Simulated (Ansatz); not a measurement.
Stretching the Si1–H2 bond in FHSi (SMILES F[SiH]) (multiplicity 1 held, fragments rigid). Energies count from the point at 1.538 Å.
Geometry at that point (charge 0, multiplicity 1):
```xyz
3

Si    -0.2073    -0.3454     0.4496
H     -1.0031    -1.1949    -0.5558
F      0.4339     0.6700    -0.6376
```

R- and RO- levels are restricted; in cc, def2 and unpolarised 6-31G sets they are followed outwards from rest. U- levels take the lowest unrestricted solution at each point, which mixes spins at long bonds. Active spaces are followed from a long bond inwards. Curves can end on different states.

Frozen-core correlation.

Programs: Ansatz (Gaussian basis) for Hartree–Fock, density functionals and correlated methods. 

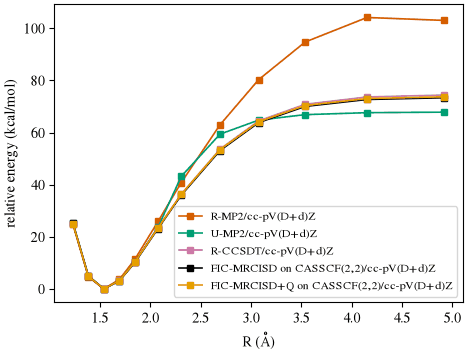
Figure. Relative energy along the coordinate

Doubts at one or more of the structures used: a restricted determinant that unrestricted orbitals would lower (R-MP2/cc-pV(D+d)Z, R-CCSDT/cc-pV(D+d)Z); a spin-contaminated determinant (U-MP2/cc-pV(D+d)Z); other coupled-cluster roots lie near (R-CCSDT/cc-pV(D+d)Z); T1 above 0.05 (R-CCSDT/cc-pV(D+d)Z).

Ansatz is a quantum-chemistry and plane-wave program.
